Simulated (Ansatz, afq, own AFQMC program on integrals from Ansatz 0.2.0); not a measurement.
# BH4 (doublet): AFQMC on the coupled-cluster ladder at distance B1–H4 along a hydrogen transfer = 1.339 Å, cc-pVTZ, part 1 of 2

Aim: compute BH4 (doublet) with auxiliary-field quantum Monte Carlo on the same integrals as coupled cluster, and set the energies side by side.

Program: Ansatz 0.2.0, Gaussian basis, and an in-house AFQMC program (afq) on its integrals; all values are calculated. Level of theory: cc-pVTZ, frozen cores. These are calculated values, not measurements.

The runs, in order: PBE (unrestricted); r2SCAN (unrestricted); PBE0 (unrestricted); B3LYP (unrestricted); CCSD(T) on UHF; wB97M-V (unrestricted); B2PLYP (unrestricted); CCSDT(Q) on UHF; CCSD(T) on UHF; CCSD(T) on UHF; Phaseless AFQMC, CISD trial on UHF.

### Step 1. The system

The geometry derives from fragments relaxed apart (PBE0/def2-TZVP) and kept rigid, so it is no stationary point. A hydrogen atom is moved between rigid fragments.

5 atoms, charge 0, spin multiplicity 2.

Atoms are counted from 1 here; the program's logs count them from 0.

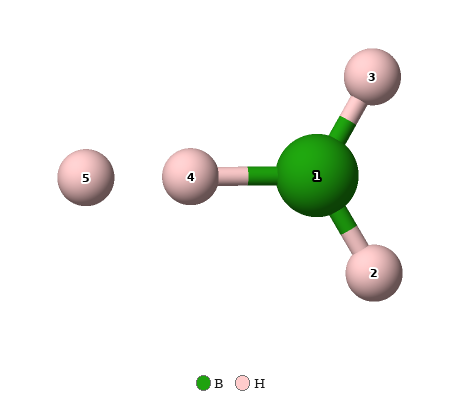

The structure; boron green, hydrogen pink; atoms are numbered from 1 in the order of the file.

### Step 2. PBE (unrestricted)

Contents of in.yaml:

```yaml
crystal:
  periodic: [false, false, false]
  atoms:
    - {symbol: B, position_ang: [-0.176189, 0.000000, 0.000000]}
    - {symbol: H, position_ang: [-0.772923, 1.033571, 0.000000]}
    - {symbol: H, position_ang: [-0.772922, -1.033571, 0.000000]}
    - {symbol: H, position_ang: [1.162811, 0.000000, 0.000000]}
    - {symbol: H, position_ang: [2.272811, 0.000000, 0.000000]}
basis:
  gaussian: {orbitals: cc-pVTZ}
magnetization: {spin_polarized: true, initial_magnetization: 1}
hamiltonian: {xc: {name: PBE}}
output: {orbitals: {seedname: orbitals}}
```

Launch:

```
ansatz run in.yaml --threads 1 --pin off --events-out ev --progress --plain --max-ram 8192MiB --backend cpu
```

Output:

```text
Functional definition: PBE
  name "PBE"
  cite "Perdew, Burke & Ernzerhof, Phys. Rev. Lett. 77, 3865 (1996) doi:10.1103/PhysRevLett.77.3865"
  parent pbe
  parameter kappa = 0.804
  parameter beta = 0.06672455060314922
  exchange = pbe_x(kappa = kappa, mu = beta*pi^2/3)
  correlation = pbe_c(beta = beta)
452 factors; their error is unknown
mean field evaluation 1: about -734.6108 eV, gradient 1.3e1 eV
mean field evaluation 2: about -734.8330 eV, gradient 1.2e1 eV
mean field evaluation 4: about -735.9051 eV, gradient 2.2e-1 eV
mean field evaluation 8: about -735.8919 eV, gradient 2.9e-1 eV
mean field evaluation 16: about -735.8921 eV, gradient 1.7e-5 eV
mean field evaluation 32: about -734.5486 eV, gradient 8.2e0 eV
mean field -735.89213407 eV, -27.0435371213 hartree, gradient 1.7e-5 eV, S^2 0.754107; 4 other end points of the search recorded, 0 dependent functions left out
reference -735.89216775 eV, -27.0435383593 hartree; 5, 4 occupied and 81, 82 virtual orbitals, 452 factors
Total energy: -735.89216775 eV, -27.0435383593 hartree
```

It took 1.7 s on 1 thread of AMD EPYC 7R13 (Zen 3), shared host; peak memory 1.6 GiB.

From the report: ⟨S²⟩ of the determinant 0.754 (pure doublet: 0.75).

### Step 3. r2SCAN (unrestricted)

in.yaml: that of step 2 with these lines changed.

```diff
@@ -11,3 +11,2 @@
 magnetization: {spin_polarized: true, initial_magnetization: 1}
-hamiltonian: {xc: {name: PBE}}
-output: {orbitals: {seedname: orbitals}}
+hamiltonian: {xc: {name: r2SCAN}}
```

Same command.

Output:

```text
Functional definition: r2SCAN
  name "r2SCAN"
  cite "Furness, Kaplan, Ning, Perdew & Sun, J. Phys. Chem. Lett. 11, 8208 (2020) doi:10.1021/acs.jpclett.0c02405"
  cite "Furness, Kaplan, Ning, Perdew & Sun, J. Phys. Chem. Lett. 11, 9248 (2020) doi:10.1021/acs.jpclett.0c03077"
  parent r2scan
  parameter k0 = 0.174
  parameter k1 = 0.065
  parameter a1 = 4.9479
  exchange = r2scan_x(k0 = k0, k1 = k1, a1 = a1)
  correlation = r2scan_c
452 factors; their error is unknown
mean field evaluation 1: about -735.9916 eV, gradient 1.1e1 eV
mean field evaluation 2: about -736.4061 eV, gradient 7.9e0 eV
mean field evaluation 4: about -736.8772 eV, gradient 2.1e-1 eV
mean field evaluation 8: about -736.8637 eV, gradient 3.0e-1 eV
mean field evaluation 16: about -736.8639 eV, gradient 7.6e-5 eV
mean field -736.86391994 eV, -27.0792495933 hartree, gradient 7.6e-5 eV, S^2 0.757869; 0 other end points of the search recorded, 0 dependent functions left out
reference -736.86393263 eV, -27.0792500599 hartree; 5, 4 occupied and 81, 82 virtual orbitals, 452 factors
Total energy: -736.86393263 eV, -27.0792500599 hartree
```

Run time: 1.6 s. Hardware: 1 thread of AMD EPYC 7R13 (Zen 3), shared host; peak memory 1.6 GiB.

From the report: ⟨S²⟩ of the determinant 0.758 (pure doublet: 0.75).

### Step 4. PBE0 (unrestricted)

in.yaml: that of step 3 with these lines changed.

```diff
@@ -11,2 +11,3 @@
 magnetization: {spin_polarized: true, initial_magnetization: 1}
-hamiltonian: {xc: {name: r2SCAN}}
+hamiltonian: {xc: {name: PBE0}}
+output: {orbitals: {seedname: orbitals}}
```

Launched as before.

Output:

```text
Functional definition: PBE0
  name "PBE0"
  cite "Adamo & Barone, J. Chem. Phys. 110, 6158 (1999) doi:10.1063/1.478522"
  cite "Perdew, Burke & Ernzerhof, Phys. Rev. Lett. 77, 3865 (1996) doi:10.1103/PhysRevLett.77.3865"
  parent pbe
  parameter a = 0.25
  parameter kappa = 0.804
  parameter beta = 0.06672455060314922
  exchange = (1 - a)*pbe_x(kappa = kappa, mu = beta*pi^2/3) + a*exact_x
  correlation = pbe_c(beta = beta)
452 factors; their error is unknown
mean field evaluation 1: about -735.6243 eV, gradient 8.7e0 eV
mean field evaluation 2: about -736.0238 eV, gradient 5.0e0 eV
mean field evaluation 4: about -736.2144 eV, gradient 2.0e-1 eV
mean field evaluation 8: about -736.2066 eV, gradient 2.7e-2 eV
mean field -736.20657092 eV, -27.0550924627 hartree, gradient 4.3e-5 eV, S^2 0.756860; 0 other end points of the search recorded, 0 dependent functions left out
reference -736.20659620 eV, -27.0550933914 hartree; 5, 4 occupied and 81, 82 virtual orbitals, 452 factors
Total energy: -736.20659620 eV, -27.0550933914 hartree
```

Wall time 0.82 s (1 thread of AMD EPYC 7R13 (Zen 3), shared host); peak memory 1.6 GiB.

From the report: ⟨S²⟩ of the determinant 0.757 (pure doublet: 0.75).

### Step 5. B3LYP (unrestricted)

in.yaml: that of step 4 with these lines changed.

```diff
@@ -11,3 +11,2 @@
 magnetization: {spin_polarized: true, initial_magnetization: 1}
-hamiltonian: {xc: {name: PBE0}}
-output: {orbitals: {seedname: orbitals}}
+hamiltonian: {xc: {name: B3LYP}}
```

The command is unchanged.

Output, shortened:

```text
Functional definition: B3LYP
  name "B3LYP"
  cite "Stephens, Devlin, Chabalowski & Frisch, J. Phys. Chem. 98, 11623 (1994) doi:10.1021/j100096a001"
  cite "Becke, Phys. Rev. A 38, 3098 (1988) doi:10.1103/PhysRevA.38.3098"
  cite "Lee, Yang & Parr, Phys. Rev. B 37, 785 (1988) doi:10.1103/PhysRevB.37.785"
  cite "Vosko, Wilk & Nusair, Can. J. Phys. 58, 1200 (1980) doi:10.1139/p80-159"
[...]
452 factors; their error is unknown
[...]
mean field -737.87122613 eV, -27.1162674133 hartree, gradient 1.9e-5 eV, S^2 0.755565; 0 other end points of the search recorded, 0 dependent functions left out
reference -737.87143252 eV, -27.1162749979 hartree; 5, 4 occupied and 81, 82 virtual orbitals, 452 factors
Total energy: -737.87143252 eV, -27.1162749979 hartree
```

Wall time 0.88 s (1 thread of AMD EPYC 7R13 (Zen 3), shared host); peak memory 1.6 GiB.

From the report: ⟨S²⟩ of the determinant 0.756 (pure doublet: 0.75).

### Step 6. CCSD(T) on UHF

in.yaml: that of step 5 with these lines changed.

```diff
@@ -11,2 +11,2 @@
 magnetization: {spin_polarized: true, initial_magnetization: 1}
-hamiltonian: {xc: {name: B3LYP}}
+correlation: {method: ccsd_t, electrons: outside_noble_gas, hamiltonian_folder: ham}
```

Launch:

```
ansatz run in.yaml --threads 1 --pin off --events-out ev --progress --plain --max-ram 24576MiB --backend cuda --devices 0, --max-vram 18GiB
```

Output, shortened:

```text
Functional definition: HF
  name "HF"
  cite "Fock, Z. Phys. 61, 126 (1930) doi:10.1007/BF01340294"
  parent pbe
[...]
470 factors; integrals over basis functions are off by at most 1.3e-3 eV
[...]
mean field -731.17696256 eV, -26.8702577646 hartree, gradient 3.1e-6 eV, S^2 0.770231; 1 other end points of the search recorded, 0 dependent functions left out
determinant -731.17696256 eV, -26.8702577646 hartree, with singles and doubles -735.29065042 eV, -27.0214330052 hartree
determinant -728.57575958 eV, -26.7746653180 hartree, with singles and doubles -733.25527408 eV, -26.9466343043 hartree
1 core orbitals not correlated: weight in the atoms' cores, before any rotation towards them, 1.000 or more for the frozen orbitals, at most 0.000 for the correlated occupied ones
reference -731.17696256 eV, -26.8702577646 hartree; 4, 3 occupied and 81, 82 virtual orbitals, 470 factors
second order -3.30277028 eV of doubles, -0.00000000 eV of singles
cycle   1  -3.98862046 eV  change   -3.4e-1 eV  update   1.7e-2
[...]
cycle   8  -3.99807501 eV  change   -2.6e-6 eV  update   7.8e-6
perturbative correction -0.08655458 eV, -0.0031808222 hartree
Total energy: -735.26159215 eV, -27.0203651334 hartree
```

Wall time 5 s (1 × NVIDIA H100 80GB HBM3 with 1 thread of AMD EPYC 7R13 (Zen 3), shared host); peak host memory 1.6 GiB.

From the report: ⟨S²⟩ of the determinant 0.770 (pure doublet: 0.75); correlation -4.0846 eV; T1 0.013; largest double amplitude 0.05.

This run also writes the integrals to the folder ham.

### Step 7. wB97M-V (unrestricted)

in.yaml: that of step 6 with these lines changed.

```diff
@@ -11,2 +11,3 @@
 magnetization: {spin_polarized: true, initial_magnetization: 1}
-correlation: {method: ccsd_t, electrons: outside_noble_gas, hamiltonian_folder: ham}
+hamiltonian: {xc: {name: wB97M-V}}
+output: {orbitals: {seedname: orbitals}}
```

Launch:

```
ansatz run in.yaml --threads 1 --pin off --events-out ev --progress --plain --max-ram 8192MiB --backend cpu
```

Output, shortened:

```text
Functional definition: wB97M-V
  name "wB97M-V"
  cite "Mardirossian & Head-Gordon, J. Chem. Phys. 144, 214110 (2016) doi:10.1063/1.4952647"
  cite "Becke, J. Chem. Phys. 107, 8554 (1997) doi:10.1063/1.475007"
  cite "Vydrov & Van Voorhis, J. Chem. Phys. 133, 244103 (2010) doi:10.1063/1.3521275"
  # Of w^i u^j: cxij and so on, Table III.
[...]
  gx(w, u) = 1 - cx + cx01*u + cx10*w
  gss(w, u) = css00 + css04*u^4 + css10*w + css20*w^2 + css43*w^4*u^3
  gos(w, u) = cos00 + cos10*w + (cos20 + cos21*u)*w^2 + (cos60 + cos61*u)*w^6
[...]
      + integral(e_c_pw_mod_opposite_spin*gos(b97_w_opposite, b97_u_opposite)) + vv10(b, c)
452 factors; their error is unknown
123 factors; integrals over basis functions are off by at most 2.0e-5 eV
[...]
mean field -736.36432913 eV, -27.0608899697 hartree, gradient 6.6e-5 eV, S^2 0.754022; 0 other end points of the search recorded, 0 dependent functions left out
reference -736.36436910 eV, -27.0608914387 hartree; 5, 4 occupied and 81, 82 virtual orbitals, 452 factors
Total energy: -736.36436910 eV, -27.0608914387 hartree
```

It took 2.6 s on 1 thread of AMD EPYC 7R13 (Zen 3), shared host; peak memory 1.6 GiB.

From the report: ⟨S²⟩ of the determinant 0.754 (pure doublet: 0.75).

### Step 8. B2PLYP (unrestricted)

in.yaml: that of step 7 with these lines changed.

```diff
@@ -11,3 +11,3 @@
 magnetization: {spin_polarized: true, initial_magnetization: 1}
-hamiltonian: {xc: {name: wB97M-V}}
-output: {orbitals: {seedname: orbitals}}
+hamiltonian: {xc: {name: B2PLYP}}
+correlation: {electrons: outside_noble_gas}
```

Same command.

Output, shortened:

```text
Functional definition: B2PLYP
  name "B2PLYP"
  cite "Grimme, J. Chem. Phys. 124, 034108 (2006) doi:10.1063/1.2148954"
  cite "Becke, Phys. Rev. A 38, 3098 (1988) doi:10.1103/PhysRevA.38.3098"
  cite "Lee, Yang & Parr, Phys. Rev. B 37, 785 (1988) doi:10.1103/PhysRevB.37.785"
[...]
470 factors; integrals over basis functions are off by at most 1.3e-3 eV
[...]
mean field -735.38112689 eV, -27.0247579539 hartree, gradient 2.2e-6 eV, S^2 0.760711; 0 other end points of the search recorded, 0 dependent functions left out
1 core orbitals not correlated: weight in the atoms' cores, before any rotation towards them, 1.000 or more for the frozen orbitals, at most 0.000 for the correlated occupied ones
reference -735.38125698 eV, -27.0247627348 hartree; 4, 3 occupied and 81, 82 virtual orbitals, 470 factors
second order -4.05473221 eV of doubles, -0.00000000 eV of singles
Total energy: -736.47603468 eV, -27.0649950730 hartree
```

Wall time 1 s (1 thread of AMD EPYC 7R13 (Zen 3), shared host); peak memory 1.6 GiB.

From the report: ⟨S²⟩ of the determinant 0.761 (pure doublet: 0.75).

(Continued in part 2 of 2.)
